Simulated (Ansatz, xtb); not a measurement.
Ligand exchange: H2O2 + SiH(CH3)(OH)(SiH3) → SiH3(OH) + SiH(CH3)(OH)2

Species: H2O2 (hydrogen peroxide) `OO`, singlet; SiH(CH3)(OH)(SiH3), singlet; SiH3(OH) (silanol), singlet; SiH(CH3)(OH)2, singlet. The partners trade OH for SiH3: O–OH and Si–SiH3 bonds give way to O–SiH3 and Si–OH.

Shapes, held fixed at every level: PBE0-D4/def2-TZVP. Flexible molecules stand in one conformer, not always the lowest. Programs: Ansatz 0.2.0, xtb 6.7.1. The zero-point and thermal change to 298 K, harmonic and unscaled (PBE0-D4/def2-TZVP), is +1.5 kJ/mol.

| level | kind | ΔH(298 K) (kJ/mol) | less CCSD(T)/CBS estimate |
| --- | --- | --- | --- |
| GFN2-xTB | semi-empirical | -545.6 | +6.9 |
| PBE-D4/def2-TZVPP | GGA | -492.3 | +60.2 |
| BHLYP-D4/def2-TZVPP | global hybrid | -561.3 | -8.8 |
| r2SCAN0-D4/def2-TZVPP | global hybrid | -550.6 | +1.9 |
| B2PLYP/def2-TZVPP | double hybrid | -552.1 | +0.4 |
| MP2/def2-SVP | perturbation theory | -538.0 | +14.5 |
| MP2/def2-TZVPP | perturbation theory | -575.7 | -23.2 |
| CCSD(T)/CBS estimate | coupled cluster or CI | -552.5 | 0.0 |

The highest level, CCSD(T)/CBS estimate, gives ΔH(298 K) = -552.5 kJ/mol; the levels span -575.7 to -492.3. The column of differences is taken from that level and isn't an error. No measured value is set beside it here. The CBS estimate extrapolates MP2 from def2-TZVPP and def2-QZVPP and adds CCSD(T) − MP2 in the triple-zeta set, cores frozen.

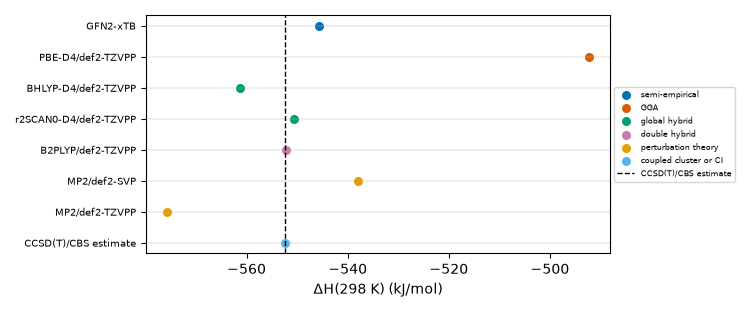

The values of the table, level by level.
